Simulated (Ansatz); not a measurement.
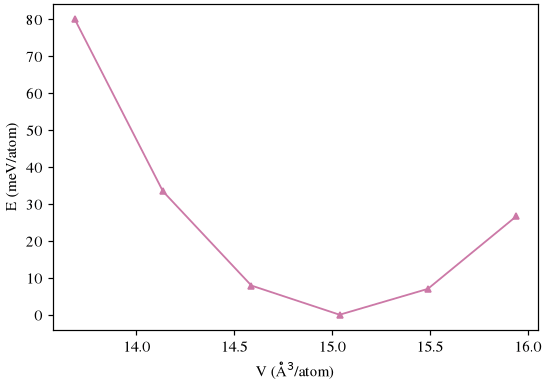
Figure. Ge2Mo (MoSi2 or CaC2 type, space group No. 139) under volume change, r²SCAN (plane waves, PAW; program Ansatz), shape and atoms relaxed at each volume.

What does a third-order Birch–Murnaghan fit give for V₀, B₀ and B′?

V₀ = 15.04 Å³/atom, B₀ = 176 GPa, B′ = 4.7.

Space group I4/mmm (MoSi2 or CaC2 type). The workflow started from a Materials Project entry (that database holds measured and hypothetical structures alike); the Crystallography Open Database copy checked does not list it. COD files the formula under space group No. 62, so this cell is another polymorph or a model. Its standing as an ambient phase is unchecked. The r²SCAN relaxation kept the symmetry of its start; whether a distortion lowers the energy is not shown. The run is not spin-polarised.

Potentials: the later of the program's two PAW sets.
